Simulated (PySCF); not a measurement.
## Single-point calculation, with input and output: AlHSCl

System: AlHSCl, multiplicity 2.
Method: CCSDT/STO-3G, UHF (PySCF 2.14.0).

A bond length was changed on purpose from its optimised value.

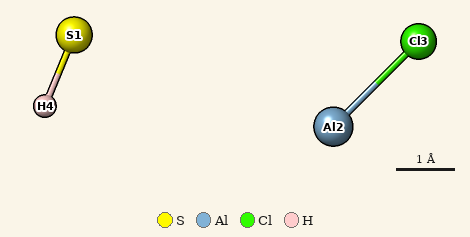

Fig. 1: The structure as given in the input (ball-and-stick view, seen at a tilt; atoms are numbered from 1 in the order of the input). Sticks mark near contacts. Bond lengths as drawn: Al–Cl 2.11 Å and H–S 1.34 Å.

Key numbers:

```csv
quantity,value
outcome,converged
total energy,−1087.426923 hartree
SCF energy,−1087.366498 hartree
correlation energy,−0.060424 hartree
basis functions,28
T1 diagnostic,0.007
⟨S²⟩,0.753
hardware,"1 thread of Intel Xeon @ 2.50GHz (Skylake/Cascade Lake), 16 GiB of memory available, shared host"
wall time,2.8 s
peak memory,0.11 GiB
```

Notes:

The record of the run, not the program, notes: logged alpha LUMO and gap are faulty.

The input (input.py):
```python
from pyscf import gto, scf, cc

mol = gto.M(
    atom='''
S    1.440473   2.797848  -2.369249
Al  -0.394100  -0.525900   0.609100
Cl   0.226200  -2.507400   0.251000
H    0.784273   3.801048  -1.760149
''',
    basis='sto-3g',
    spin=1,
    verbose=4,
    charge=0,
    max_memory=1860,
)

mf = scf.UHF(mol)
mf.conv_tol = 1e-10
mf.kernel()
if not mf.converged:
    mf = mf.newton().run(mf.mo_coeff, mf.mo_occ)

mycc = cc.CCSDT(mf, frozen=15)
mycc.kernel()
e_tot = mycc.e_tot
print('E(%s) = %.9f' % ('CCSDT', e_tot))
```

Command:
```bash
OMP_NUM_THREADS=1 python input.py
```

Log:
```
PySCF version 2.14.0

[INPUT] num. atoms = 4
[INPUT] num. electrons = 47
[INPUT] charge = 0
[INPUT] spin (= nelec alpha-beta = 2S) = 1
[INPUT] symmetry False subgroup None
[INPUT] Mole.unit = angstrom
[INPUT] Symbol           X                Y                Z      unit          X                Y                Z       unit  Magmom
[INPUT]  1 S      1.440473000000   2.797848000000  -2.369249000000 AA    2.722099459831   5.287166458162  -4.477231730900 Bohr   0.0
[INPUT]  2 Al    -0.394100000000  -0.525900000000   0.609100000000 AA   -0.744741065691  -0.993806968909   1.151032182473 Bohr   0.0
[INPUT]  3 Cl     0.226200000000  -2.507400000000   0.251000000000 AA    0.427456049377  -4.738299284734   0.474321257266 Bohr   0.0
[INPUT]  4 H      0.784273000000   3.801048000000  -1.760149000000 AA    1.482061176891   7.182939706326  -3.326199548427 Bohr   0.0

nuclear repulsion = 111.152117001727
number of shells = 16
number of NR pGTOs = 84
number of NR cGTOs = 28
basis = sto-3g
ecp = {}

******** <class 'pyscf.scf.uhf.UHF'> ********
method = UHF
initial guess = minao
damping factor = 0
level_shift factor = 0
DIIS = <class 'pyscf.scf.diis.CDIIS'>
diis_start_cycle = 1
diis_space = 8
diis_damp = 0
SCF conv_tol = 1e-10
SCF conv_tol_grad = None
SCF max_cycles = 50
direct_scf = True
direct_scf_tol = 1e-13
number electrons alpha = 24  beta = 23
Set gradient conv threshold to 1e-05
init E= -1086.20612705987
  alpha nocc = 24  HOMO = -0.255324454783551  LUMO = 0.18789083471656
  beta  nocc = 23  HOMO = -0.275436780495312  LUMO = -0.255324454783551

WARN: HOMO -0.255324454783551 >= LUMO -0.255324454783551

cycle= 1 E= -1086.97975579432  delta_E= -0.774  |g|= 0.291  |ddm|=  1.8
  alpha nocc = 24  HOMO = 0.0239617334841514  LUMO = 0.117183426214652
  beta  nocc = 23  HOMO = 0.092279992326416  LUMO = 0.0954992398934913
  HOMO = 0.0922799923264  LUMO = 0.0954992398935  gap/eV = 0.08760
cycle= 2 E= -1083.61553617166  delta_E= 3.36  |g|= 0.599  |ddm|= 3.57
  alpha nocc = 24  HOMO = -0.193641725474227  LUMO = 0.337014696120522
  beta  nocc = 23  HOMO = -0.233178416483123  LUMO = 0.0897451242929082
  HOMO = -0.193641725474  LUMO = 0.0897451242929  gap/eV = 7.71135
cycle= 3 E= -1087.03244097417  delta_E= -3.42  |g|= 0.201  |ddm|= 3.55
  alpha nocc = 24  HOMO = -0.130968935444055  LUMO = 0.2643486663574
  beta  nocc = 23  HOMO = -0.131069611175475  LUMO = 0.0349466360592388
  HOMO = -0.130968935444  LUMO = 0.0349466360592  gap/eV = 4.51479
cycle= 4 E= -1087.05566741104  delta_E= -0.0232  |g|= 0.132  |ddm|= 0.186
  alpha nocc = 24  HOMO = 0.035013282959897  LUMO = 0.152195130054891
  beta  nocc = 23  HOMO = 0.0325604058751852  LUMO = 0.0350000936355368

WARN: HOMO 0.035013282959897 >= LUMO 0.0350000936355368

cycle= 5 E= -1087.34446197491  delta_E= -0.289  |g|= 0.136  |ddm|= 1.87
  alpha nocc = 24  HOMO = -0.0192956947676988  LUMO = 0.177661526607962
  beta  nocc = 23  HOMO = -0.0134824938142901  LUMO = 0.0727170816195725
  HOMO = -0.0134824938143  LUMO = 0.0727170816196  gap/eV = 2.34561
cycle= 6 E= -1087.35136809767  delta_E= -0.00691  |g|= 0.113  |ddm|= 0.0836
  alpha nocc = 24  HOMO = -0.0791199235262136  LUMO = 0.209175524477488
  beta  nocc = 23  HOMO = -0.0664803381045583  LUMO = 0.0986426938188691
  HOMO = -0.0664803381046  LUMO = 0.0986426938189  gap/eV = 4.49323
cycle= 7 E= -1087.35732677374  delta_E= -0.00596  |g|= 0.0882  |ddm|= 0.0807
  alpha nocc = 24  HOMO = -0.241872941839664  LUMO = 0.305297910033443
  beta  nocc = 23  HOMO = -0.187418884808543  LUMO = 0.174382000347663
  HOMO = -0.187418884809  LUMO = 0.174382000348  gap/eV = 9.84510
cycle= 8 E= -1087.36615866092  delta_E= -0.00883  |g|= 0.0151  |ddm|= 0.224
  alpha nocc = 24  HOMO = -0.213567635736175  LUMO = 0.323172630504107
  beta  nocc = 23  HOMO = -0.213871792951669  LUMO = 0.209194273050915
  HOMO = -0.213567635736  LUMO = 0.209194273051  gap/eV = 11.50394
cycle= 9 E= -1087.36648258375  delta_E= -0.000324  |g|= 0.00224  |ddm|= 0.0538
  alpha nocc = 24  HOMO = -0.220093504460888  LUMO = 0.319286364110339
  beta  nocc = 23  HOMO = -0.21316101345494  LUMO = 0.208271008297761
  HOMO = -0.213161013455  LUMO = 0.208271008298  gap/eV = 11.46775
cycle= 10 E= -1087.36648583927  delta_E= -3.26e-06  |g|= 0.0031  |ddm|= 0.0115
  alpha nocc = 24  HOMO = -0.217086298175717  LUMO = 0.321194250554947
  beta  nocc = 23  HOMO = -0.213955947947707  LUMO = 0.209116482735843
  HOMO = -0.213955947948  LUMO = 0.209116482736  gap/eV = 11.51239
cycle= 11 E= -1087.3664963191  delta_E= -1.05e-05  |g|= 0.00133  |ddm|= 0.00692
  alpha nocc = 24  HOMO = -0.2148805687213  LUMO = 0.322799230671135
  beta  nocc = 23  HOMO = -0.214701947036623  LUMO = 0.209952080055519
  HOMO = -0.214701947037  LUMO = 0.209952080056  gap/eV = 11.55542
cycle= 12 E= -1087.36649828206  delta_E= -1.96e-06  |g|= 0.00012  |ddm|= 0.00368
  alpha nocc = 24  HOMO = -0.214755159764256  LUMO = 0.322907875814948
  beta  nocc = 23  HOMO = -0.214748148139077  LUMO = 0.210058384123406
  HOMO = -0.214748148139  LUMO = 0.210058384123  gap/eV = 11.55957
cycle= 13 E= -1087.36649831184  delta_E= -2.98e-08  |g|= 4.73e-05  |ddm|= 0.000462
  alpha nocc = 24  HOMO = -0.214767557511134  LUMO = 0.322895887819309
  beta  nocc = 23  HOMO = -0.214747674091076  LUMO = 0.210066578869447
  HOMO = -0.214747674091  LUMO = 0.210066578869  gap/eV = 11.55978
cycle= 14 E= -1087.36649832344  delta_E= -1.16e-08  |g|= 2.97e-05  |ddm|= 0.000344
  alpha nocc = 24  HOMO = -0.214766816470265  LUMO = 0.322896671888829
  beta  nocc = 23  HOMO = -0.2147466249869  LUMO = 0.210068005573222
  HOMO = -0.214746624987  LUMO = 0.210068005573  gap/eV = 11.55979
cycle= 15 E= -1087.36649833043  delta_E= -6.99e-09  |g|= 2.08e-05  |ddm|= 0.000276
  alpha nocc = 24  HOMO = -0.214766086541083  LUMO = 0.322897074810228
  beta  nocc = 23  HOMO = -0.214747860479559  LUMO = 0.210066683583852
  HOMO = -0.21474786048  LUMO = 0.210066683584  gap/eV = 11.55979
cycle= 16 E= -1087.36649833644  delta_E= -6.01e-09  |g|= 6.13e-06  |ddm|= 0.000465
  alpha nocc = 24  HOMO = -0.214765818092122  LUMO = 0.322897124766401
  beta  nocc = 23  HOMO = -0.214748070868521  LUMO = 0.210067184050803
  HOMO = -0.214748070869  LUMO = 0.210067184051  gap/eV = 11.55981
cycle= 17 E= -1087.3664983368  delta_E= -3.57e-10  |g|= 9.46e-07  |ddm|= 0.000129
  alpha nocc = 24  HOMO = -0.214766012704555  LUMO = 0.322897023949864
  beta  nocc = 23  HOMO = -0.214747928408462  LUMO = 0.210067250869057
  HOMO = -0.214747928408  LUMO = 0.210067250869  gap/eV = 11.55981
cycle= 18 E= -1087.3664983368  delta_E= -3.18e-12  |g|= 1.09e-07  |ddm|= 9.35e-06
  alpha nocc = 24  HOMO = -0.214766008660753  LUMO = 0.322897022803155
  beta  nocc = 23  HOMO = -0.214747918160139  LUMO = 0.210067263320054
  HOMO = -0.21474791816  LUMO = 0.21006726332  gap/eV = 11.55981
Extra cycle  E= -1087.3664983368  delta_E=    0  |g|= 5.64e-08  |ddm|= 2.81e-07
converged SCF energy = -1087.3664983368  <S^2> = 0.75287  2S+1 = 2.0028679

******** <class 'pyscf.cc.uccsdt.UCCSDT'> ********
UCCSDT nocc = (np.int64(9), np.int64(8)), nmo = (13, 13)
Allocating only the i<=j<=k part of the T3 amplitude in memory
frozen orbitals 15
max_cycle = 50
conv_tol = 1e-07
conv_tol_normt = 1e-06
diis with the T3 amplitude
diis_space = 6
diis_start_cycle = 0
diis_start_energy_diff = 1e+09
einsum_backend: numpy
_make_eris_incore_UCCSDT
blksize_o_aaa     8    blksize_v_aaa     5
blksize_o_aab     8    blksize_v_aab     5

WARN: A large `blksize_v_aaa` is being used, which may cause large memory consumption
      for storing contraction intermediates. If memory is sufficient, consider using
      `pyscf.cc.uccsdt_highm.UCCSDT` instead.

WARN: A large `blksize_v_aab` is being used, which may cause large memory consumption
      for storing contraction intermediates. If memory is sufficient, consider using
      `pyscf.cc.uccsdt_highm.UCCSDT` instead.

Approximate memory usage estimate
    T3 memory                 153 KB
    R3 memory                 153 KB
    ERIs memory               669 KB
    T1-ERIs memory            669 KB
    Intermediates memory      669 KB
    Block workspace           633 KB
Init t2, MP2 energy = -0.0387024429577763
Init E_corr(UCCSDT) = -0.0387024429577808
cycle =  1  E_corr(UCCSDT) = -0.050980172764  dE = -1.227772980617e-02  norm(d tamps) = 6.66793091e-02
cycle =  2  E_corr(UCCSDT) = -0.056746531547  dE = -5.766358783069e-03  norm(d tamps) = 3.12741359e-02
cycle =  3  E_corr(UCCSDT) = -0.059028677384  dE = -2.282145837366e-03  norm(d tamps) = 1.41444608e-02
cycle =  4  E_corr(UCCSDT) = -0.060445091499  dE = -1.416414114392e-03  norm(d tamps) = 7.89529038e-03
cycle =  5  E_corr(UCCSDT) = -0.060408672237  dE =  3.641926182962e-05  norm(d tamps) = 1.38420648e-03
cycle =  6  E_corr(UCCSDT) = -0.060403819244  dE =  4.852993137669e-06  norm(d tamps) = 6.85405941e-04
cycle =  7  E_corr(UCCSDT) = -0.060425264713  dE = -2.144546904835e-05  norm(d tamps) = 2.79481353e-04
cycle =  8  E_corr(UCCSDT) = -0.060424326860  dE =  9.378528388476e-07  norm(d tamps) = 6.53350027e-05
cycle =  9  E_corr(UCCSDT) = -0.060424716275  dE = -3.894147515629e-07  norm(d tamps) = 2.29806173e-05
cycle = 10  E_corr(UCCSDT) = -0.060424323881  dE =  3.923942501205e-07  norm(d tamps) = 8.27037828e-06
cycle = 11  E_corr(UCCSDT) = -0.060424413472  dE = -8.959195166303e-08  norm(d tamps) = 2.07826454e-06
cycle = 12  E_corr(UCCSDT) = -0.060424468143  dE = -5.467093753403e-08  norm(d tamps) = 8.62675251e-07
```

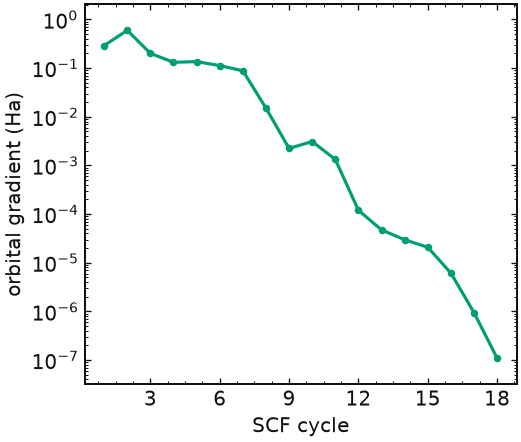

Fig. 2: Convergence of the self-consistent field: orbital gradient against the SCF cycle. The residual comes down, with one marked jump up, by a factor of about 2, at step 2.

```
UCCSDT converged
E(UCCSDT) = -1087.426922804943   E_corr = -0.06042446814341375
E_corr(same-spin) = -0.00225644719354975
E_corr(oppo-spin) = -0.058168020949864
E(CCSDT) = -1087.426922805
```
